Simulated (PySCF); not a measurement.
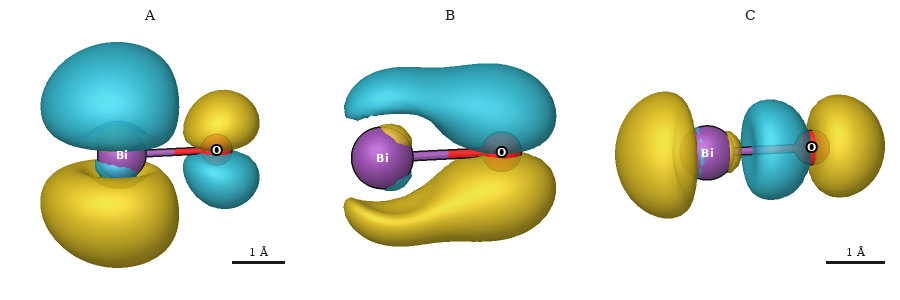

Figure 1: BiO (charge +1). Three frontier orbitals, each drawn at the value that holds 80 % of its norm (yellow and cyan are the two phases), in no order; of a degenerate pair one member is drawn.

Core potentials replace the inner electrons of Bi.

These are results of PBE0/cc-pVDZ(-PP), non-relativistic Hamiltonian with scalar-relativistic core potentials where named, at a bond length of 1.886 Å (PySCF), not measurements.

### Label each orbital by symmetry, say whether it is occupied, and order them by energy.

Orbital C: σ, occupied, −15.79 eV; shared between the atoms (Bi 35 %, O 65 %).
Orbital B: π, occupied, −15.45 eV; mainly on O (70 %).
Orbital A: π, empty, −10.05 eV; mainly on Bi (80 %).
